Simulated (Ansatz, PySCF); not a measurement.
Bond stretch in SiH (cation, charge +1), singlet.

Levels of theory: RCCSDT = CCSDT on RHF/def2-TZVP, frozen core (Ansatz, an electronic-structure program); UKS-B3LYP/6-311+G** = unrestricted B3LYP/6-311+G**, spherical d run with PySCF; RCCSD = CCSD on RHF/def2-TZVP, frozen core (Ansatz).

Energies are in kcal/mol, each relative to the lowest point of its own curve near equilibrium.

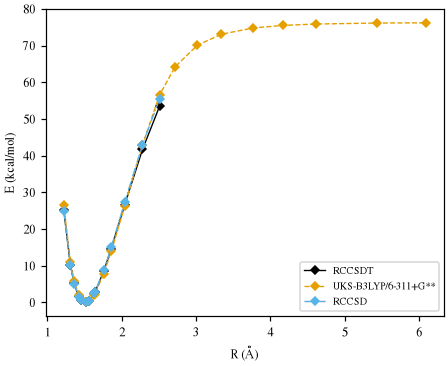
Figure: Energy against bond length for each method.

| R / Å | RCCSDT | UKS-B3LYP/6-311+G** | RCCSD |
|---|---|---|---|
| 1.22 | 25.2 | 26.5 | 25.0 |
| 1.31 | 10.2 | 11.1 | 10.1 |
| 1.36 | 5.3 | 5.9 | 5.1 |
| 1.42 | 1.7 | 2.1 | 1.6 |
| 1.45 | 0.7 | 1.0 | 0.6 |
| 1.52 | 0.0 | 0.0 | 0.0 |
| 1.56 | 0.5 | 0.3 | 0.5 |
| 1.63 | 2.4 | 2.0 | 2.5 |
| 1.64 | 2.8 | 2.3 | 2.9 |
| 1.76 | 8.6 | 7.9 | 8.8 |
| 1.86 | 14.7 | 13.9 | 15.1 |
| 2.04 | 26.6 | 26.2 | 27.3 |
| 2.28 | 41.7 | 42.9 | 43.0 |
| 2.51 | 53.5 | 56.5 | 55.5 |
| 2.72 | — | 64.2 | — |
| 3.02 | — | 70.1 | — |
| 3.34 | — | 73.1 | — |
| 3.77 | — | 74.8 | — |
| 4.17 | — | 75.5 | — |
| 4.62 | — | 75.9 | — |
| 5.44 | — | 76.1 | — |
| 6.10 | — | 76.2 | — |

A dash means that the run gave no value there, or that the column was ended at a point which the program doubted or which failed a test of continuity chosen for this set; such a test can also cut sound points.

The T1 diagnostic of CCSD on the restricted reference of RCCSDT, RCCSD exceeds 0.045 at 3.02 to 6.10 Å. The unrestricted determinant behind UKS-B3LYP/6-311+G** is spin-contaminated at 2.51 to 6.10 Å (<S²> up to 1.0, against 0.00 for a pure singlet).
